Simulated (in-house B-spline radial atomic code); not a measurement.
N³⁺: many-body perturbation calculation

System: N³⁺, core [He] 2s2.
Method: relativistic RPA (time-dependent Dirac-Hartree-Fock) and second-order many-body perturbation theory, no-pair Dirac-Coulomb, closed shell, B-spline basis (in-house B-spline radial atomic code).

### Input
```
basis_form = 2
Z = 7
core_configuration = [He] 2s2
rms_radius = 2.5582
mass_number = 14
speed_of_light = 137.035999084
box_radius = 14.844
lmax = 7
intervals = 65
virtual_cutoff = 2000.0
```

Launched within a batch (the task file carries these settings):
```bash
python <driver script> task.json out
```

The program writes its results to a structured record and prints no log; tables and figures of this report are taken from that record.

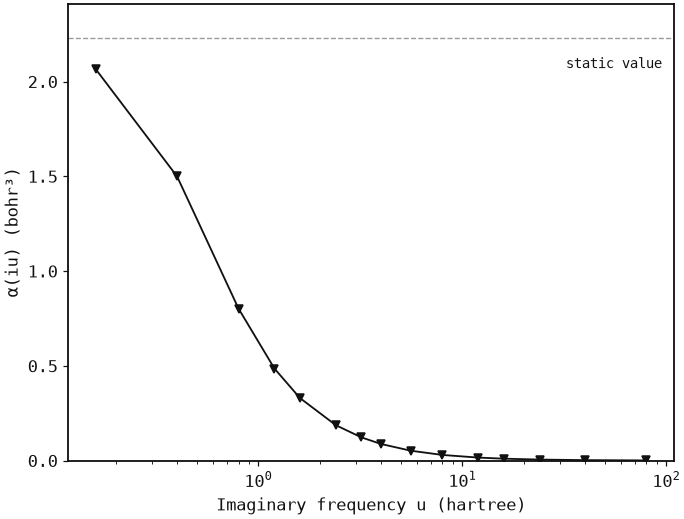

**Figure 1.** Dipole polarisability at imaginary frequency of N³⁺, [He] 2s². Relativistic RPA on Dirac–Hartree–Fock, no-pair Dirac–Coulomb, finite nucleus, computed with a B-spline radial code. The static dipole polarisability is 2.23 bohr³; α(iu) falls to half of it near u = 0.59 hartree. The Casimir–Polder integral gives C₆ = 2.25 hartree bohr⁶ for two such species.

### Results in brief

- outcome: converged
- hardware: 1 CPU thread, shared host
- wall time: 0.6 s

### Remarks

To bear in mind: RPA puts the weak triplet-like excitations of an outer s2 shell too low.
